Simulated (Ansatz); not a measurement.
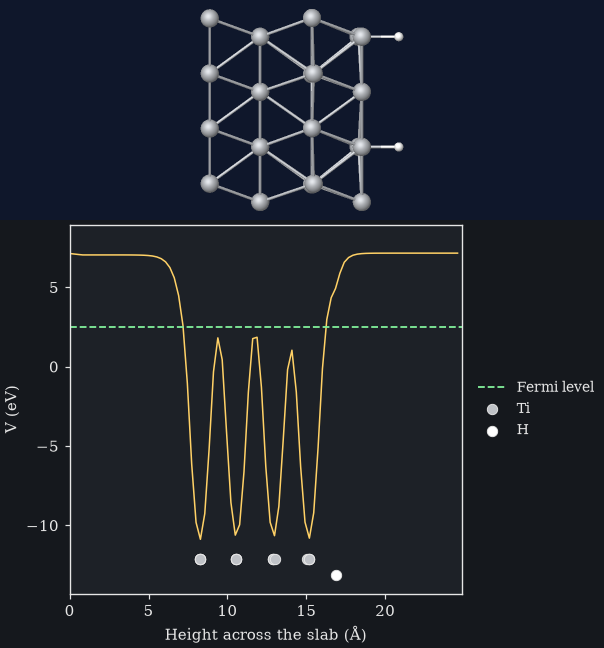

Plane-averaged electrostatic potential energy of an electron across the slab; circles at the bottom mark the heights of the atoms (positions after relaxation). The structure is drawn too.

The material is a (001) slab cut from Ti (P6_3/mmc), of composition Ti$_{16}$H (not the bulk's), ended by Ti planes, 17 atoms in the cell.

Method: DFT PBE+D3(BJ), scalar-relativistic, plane waves, PAW, spin-polarised, 4×4×1 k mesh, 420 eV cutoff, Gaussian smearing of 0.1 eV (Ansatz).

Q: Read off the work function of each face.

A: The work function is 4.66 eV at the right face and 4.54 eV at the left.

Q: How thick are slab and vacuum?

A: The outermost atoms are 8.6 Å apart, which leaves 16.3 Å of vacuum in a cell 24.9 Å high.

The run may have settled in a state above the lowest, so this need not be the ground state. Some starting moments didn't survive the run.
